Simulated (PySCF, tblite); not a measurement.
# C₅H₆F₂O: geometry, infrared bands and NMR shifts

Wanted: the infrared bands and NMR shifts of C₅H₆F₂O (`FCOC1=CC[C@H]1F`), by calculation.

Programs: tblite 0.8.0 and PySCF 2.14.0, with density-fitted response routines of our own. Each step states its level of theory. These are calculated values for one molecule in the gas phase, unless marked as measured. Atoms are numbered from 0 throughout.

**1. Starting geometry**

14 atoms, charge 0, multiplicity 1; geometry from: force field or distance geometry start.

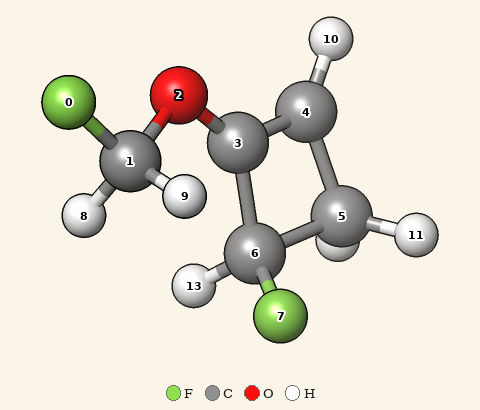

The starting geometry (fluorine green, carbon grey, oxygen red, hydrogen white), atoms numbered.

**2. Geometry optimisation with GFN2-xTB**

Job settings and geometry (Å):

```
{"job": {"kind": "relax", "xc": "GFN2-xTB", "basis": "xTB"}, "charge": 0, "multiplicity": 1}
F      3.378000    -0.804400    -0.205800
C      2.171700    -0.144100    -0.261200
O      1.204500    -1.058600     0.231200
C      0.010900    -0.559000     0.198800
C     -1.184800    -0.988400     0.680600
C     -1.918600     0.271600     0.284200
C     -0.617200     0.691000    -0.439200
F     -0.105100     1.903700    -0.092100
H      2.000300     0.130300    -1.293000
H      2.249800     0.734600     0.394300
H     -1.492300    -1.871100     1.227400
H     -2.204200     0.927400     1.116200
H     -2.784300     0.151600    -0.362600
H     -0.709500     0.615000    -1.530800
```

Command:

```
> OMP_NUM_THREADS=1 python probes_run.py task.json out
```

One launch serves the whole session: the jobs run in the order shown.

**Question.** This job is followed by: GFN2-xTB harmonic vibrations, gas phase; GIAO PBE0/pcSseg-1 NMR shielding, non-relativistic, gas phase. What will the session give for the following? strongest single infrared mode (GFN2-xTB); zero-point energy (GFN2-xTB); 13C shifts against TMS (PBE0/pcSseg-1); 1H shifts against TMS (PBE0/pcSseg-1); 19F shifts against CFCl3 (PBE0/pcSseg-1); 17O shifts against H2O (PBE0/pcSseg-1).

**Answer**, as computed:

| quantity | value |
| --- | --- |
| strongest single infrared mode (GFN2-xTB) | 968 cm⁻¹, 181 km/mol |
| zero-point energy (GFN2-xTB) | 63.7 kcal/mol |
| 13C shifts against TMS (PBE0/pcSseg-1) | 158.9, 114.2, 103.1, 92.9, 33.0 ppm |
| 1H shifts against TMS (PBE0/pcSseg-1) | 6.14, 5.89, 5.77, 5.26, 2.58, 2.49 ppm |
| 19F shifts against CFCl3 (PBE0/pcSseg-1) | -166.3, -203.3 ppm |
| 17O shifts against H2O (PBE0/pcSseg-1) | 170.0 ppm |

Over 131 steps the energy fell by 0.343 eV; of the close pairs, O2–C3 changed most, 1.294 to 1.360 Å. No mode is imaginary among the 36: a minimum at this level. The strongest single mode, at 968 cm⁻¹, moves mainly C1 and F0. Unscaled tight-binding wavenumbers are off by several per cent, some by more. Its intensities can rank the bands wrongly. C3 (alkene carbon bearing oxygen) lies farthest downfield among carbon, at 158.9 ppm; an sp2 carbon further deshielded by the attached heteroatom. At PBE0/pcSseg-1: The largest span, 217 ppm, is at F0, where the paramagnetic term is -138 ppm.
